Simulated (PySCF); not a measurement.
# C3H5ClO2Si: the cost of one run

The runs use PySCF 2.14.0, with density-fitted response routines of our own; the level of theory stands in each step. All values are computed, except where a source is named. Atoms count from 0, in the outputs and in this text.

## (1) Starting geometry

12 atoms, charge 0, multiplicity 1; geometry from: GFN2-xTB. The atoms were then displaced at random by about 0.01 Å, so the start is not that level's minimum.

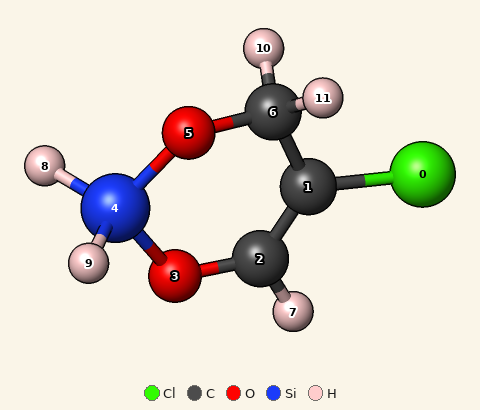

As it starts; chlorine green, carbon dark grey, oxygen red, silicon blue, hydrogen pink, atoms numbered; sticks join atoms by distance.

## (2) Relaxing the molecule at PBE0-D3(BJ)/def2-SVP

What the job is given:

```
{"job": {"xc": "PBE0", "basis": "def2-SVP", "d3": "d3bj", "grid": 1, "shake": 0.01, "kind": "geom"}, "charge": 0, "multiplicity": 1}
Cl     2.757910     0.974970    -0.485990
C      1.176390     0.310960    -0.192730
C      1.056840    -0.963360     0.151260
O     -0.056470    -1.586070     0.391370
Si    -1.525570    -0.779080     0.363780
O     -1.175580     0.804900     0.152390
C      0.048620     1.268650    -0.365530
H      1.957510    -1.594800     0.273310
H     -2.265460    -1.318020    -0.732600
H     -2.110190    -0.851050     1.708340
H     -0.100870     1.490800    -1.426210
H      0.276550     2.213810     0.153590
```

On the command line:

```
$ OMP_NUM_THREADS=1 python probes_run.py task.json out
```

One launch serves the whole session: the jobs run in the order shown.

**Question.** How long does this first job take on 1 thread of Arm Neoverse V1, shared host, and how much memory does it need?

About 93 s, with a peak of 0.53 GiB.
